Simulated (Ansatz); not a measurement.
# Geometry relaxation, with input and output: CH9BOSi (part 3 of 3)

CH9BOSi; RHF/6-31G* (Ansatz 0.2.0). It belongs to a series of runs on one base structure; here: end point B relaxed.

Geometry of the input (Å):
```
B  0.0679  -0.3254  -0.4071
C  -0.0482  -0.1610  2.4018
H  -0.9842  -0.2418  2.9471
H  0.7816  -0.1814  3.1026
H  -0.0320  0.7819  1.8696
H  1.0687  0.3120  -0.3795
H  -1.0010  0.1959  -0.5021
O  0.1692  -1.6973  -0.3906
Si -0.8836  -2.9390  -0.6563
H  -0.2336  -4.1805  -0.2135
H  -2.1307  -2.7326  0.1032
H  -1.2057  -3.0349  -2.0917
H  0.0499  -1.0056  1.7155
```

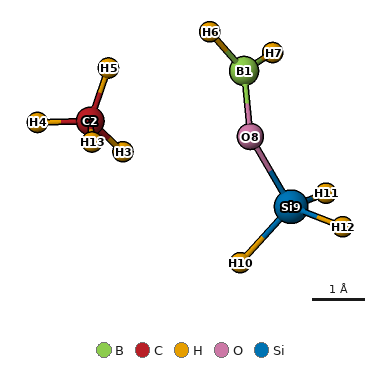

Fig. 1: The geometry at step 28 of the log (ball-and-stick view, seen at a tilt; atoms are numbered from 1 in the order of the input).

### Results in brief

| quantity | value |
| --- | --- |
| outcome | converged |
| total energy | −11745.4086 eV |
| mean-field energy | −11745.4086 eV |
| largest force (length of the vector) at the end | 0.014 eV/Å |
| hardware | 1 thread of AMD EPYC (Zen 3), 32 GiB of memory available, shared host |
| wall time | 80 s |
| peak memory | 0.17 GiB |
